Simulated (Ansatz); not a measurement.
# ZnCl₂ + H₂: a complex and its separated parts

Aim: how far the complex at one end of a reaction step lies below its separated, relaxed parts, level by level.

Method: PBE0-D4/def2-TZVP structures, single points in def2-TZVPP, no counterpoise correction; program: Ansatz 0.2.0, Gaussian basis.

Levels: SPW92, PBE-D4, BLYP-D4, r2SCAN-D4, B97M-V, PBE0-D4, B3LYP-D4, r2SCAN0-D4, BHLYP-D4, CAM-B3LYP-D4, wB97X-V, wB97M-V, B2PLYP, PBE-QIDH, RPA on PBE, Hartree-Fock, MP2, CCSD, CCSD(T).

Correlated methods freeze the cores. The 3s and 3p shells of Cu and Zn are frozen; filled d shells are correlated. B3LYP uses VWN-RPA correlation. B2PLYP carries no dispersion term here.

21 further runs of the same task are left out: 21 set aside as unsound or not needed.

## Step 1: The system as given

The complex: 5 atoms, charge 0, spin multiplicity 1.

Atoms are counted from 1 here; the program's logs count them from 0.

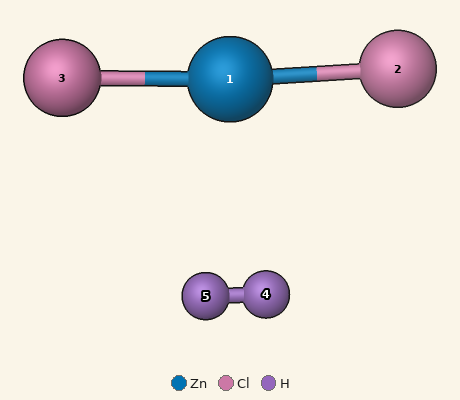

The starting geometry (zinc blue, chlorine pink, hydrogen purple); atoms are numbered from 1 in the order of the file.

Geometry (Å):

```xyz
5
Cl2H2Zn
Zn   -0.32627   -0.57582   -0.80125
Cl    0.35691   -2.33598    0.09217
Cl   -1.05495    1.10403   -1.80639
H     0.63892    0.59484    1.42817
H     0.38539    1.21283    1.08730
```

Its parts: ZnCl₂ holds atoms 1, 2, 3; H₂ holds atoms 4, 5. Each part counts its atoms afresh in its own runs.

## Step 2: Relaxing ZnCl₂ alone

relax-a/in.yaml reads:

```yaml
crystal:
  periodic: [false, false, false]
  atoms:
    - {symbol: Zn, position_ang: [-0.326274, -0.575817, -0.801250]}
    - {symbol: Cl, position_ang: [0.356913, -2.335981, 0.092166]}
    - {symbol: Cl, position_ang: [-1.054952, 1.104026, -1.806391]}
basis:
  gaussian: {orbitals: def2-TZVP}
hamiltonian: {xc: pbe0, dispersion: d4}
relax: {f_tol: 0.005, max_steps: 200}
```

No record of the launch command was kept for these runs.

The runs that follow: Relaxing H₂ alone; wB97M-V/def2-TZVPP; CCSD(T)/def2-TZVPP; Vibrations of ZnCl₂; Vibrations of H₂.

Before running it: what results should come out? Wanted: complex less parts, CCSD(T)/def2-TZVPP; with zero-point energy; largest T1 diagnostic.

The runs gave:

```
                              quantity           value
complex less parts, CCSD(T)/def2-TZVPP  -0.85 kcal/mol
                with zero-point energy  +0.44 kcal/mol
                 largest T1 diagnostic           0.013
```

At CCSD(T) the complex lies 0.85 kcal/mol below its parts. Among the functionals B3LYP-D4 lands nearest to CCSD(T) (-0.16 kcal/mol) and SPW92 farthest (-2.23 kcal/mol). By rung, the mean size of the error is: LDA 2.23, GGA 0.38, meta-GGA 0.47, hybrid 0.50, range-separated hybrid 0.47, double hybrid 0.33 kcal/mol. PBE-D4 gives a relative energy 0.58 kcal/mol too low, an error of 69 % of the reference. No counterpoise was applied, and triple zeta lacks some correlation, so the CCSD(T) reference has a basis error of its own, and close matches with it are partly luck.
